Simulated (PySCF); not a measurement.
C8H8, SMILES `C1=CC=CC=CC=C1`.

Method: PBE/def2-SVPD; geometry: GFN2-xTB; program: PySCF. No frequency check shows the geometry to be a minimum.

The calculation's input:

```python
import numpy as np
from pyscf import gto, scf, dft
from pyscf.scf import atom_ks, atom_hf
from scipy.linalg import block_diag

def solve(mol, dm0=None, hcore=None):
    mf = (dft.UKS if mol.spin else dft.RKS)(mol, xc='pbe')
    mf.grids.level = 3
    mf = mf.density_fit(auxbasis='def2-universal-jkfit')
    mf.conv_tol, mf.max_cycle = 1e-8, 80
    if hcore is not None:
        mf.get_hcore = lambda *args: hcore
    mf.kernel(dm0)
    if not mf.converged:
        mf = mf.newton().run(mf.mo_coeff, mf.mo_occ, max_cycle=30)
    assert mf.converged, 'SCF not converged'
    return mf

mol = gto.M(atom='''
C      1.59153     0.46764    -0.41319
C      1.42496    -0.84919    -0.41262
C      0.46734    -1.59180     0.41207
C     -0.84941    -1.42450     0.41348
C     -1.59149    -0.46704    -0.41245
C     -1.42506     0.84864    -0.41302
C     -0.46785     1.59187     0.41216
C      0.84999     1.42459     0.41382
H      2.37995     0.90663    -1.01495
H      2.07917    -1.47119    -1.01390
H      0.90674    -2.38094     1.01256
H     -1.47091    -2.07885     1.01512
H     -2.38029    -0.90565    -1.01396
H     -2.07987     1.46933    -1.01500
H     -0.90678     2.38089     1.01316
H      1.47189     2.07856     1.01545
''', basis='def2-svpd', charge=0, spin=0, verbose=4)
mf = solve(mol)
mf.analyze()
# spherically averaged free atoms, for the promolecule
atm = atom_ks.get_atm_nrks(mol, xc='pbe')
pro = block_diag(*[(atm[a[0]][2] * atm[a[0]][3]) @ atm[a[0]][2].T for a in mol._atom])
np.savez('result.npz', e=mf.e_tot, c=mf.mo_coeff, occ=mf.mo_occ, eps=mf.mo_energy, pro=pro, dip=mf.dip_moment(verbose=0), s2=mf.spin_square()[0])
```

Run with:

```sh
OMP_NUM_THREADS=1 python input.py
```

The run took 41 s on 1 thread of Intel(R) Xeon(R) Platinum 8375C CPU @ 2.90GHz (Ice Lake), on a shared host, peak memory 0.75 GiB.

Partitions, critical points and surface values were worked out afterwards from this run's density.

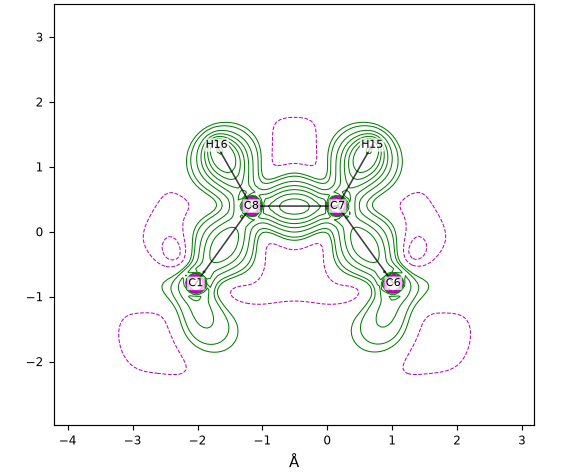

Deformation density (molecule less spherical, spin-averaged free atoms) in the plane of C1, C6, C7, C8, H15 and H16; contours at ±0.05 to ±0.8 e/Å³; solid green lines: gain, dashed magenta lines: loss.

**Describe the bonding that the map shows.**

C7–H15 and C8–H16: +0.67 e/Å³ at the bond critical point (bond length 1.08 Å). C7–C8: +0.67 e/Å³ at the bond critical point (bond length 1.33 Å). C1–C8 and C6–C7: +0.50 e/Å³ at the bond critical point (bond length 1.47 Å). In all, 3.5 electrons gather in the regions of gain relative to the promolecule.

**Where do the Hirshfeld charges lie?**

The highest Hirshfeld charge is on H9, H10, H11, H12, H13, H14, H15 and H16 (+0.04 e), the lowest on C1, C2, C3, C4, C5, C6, C7 and C8 (−0.04 e).
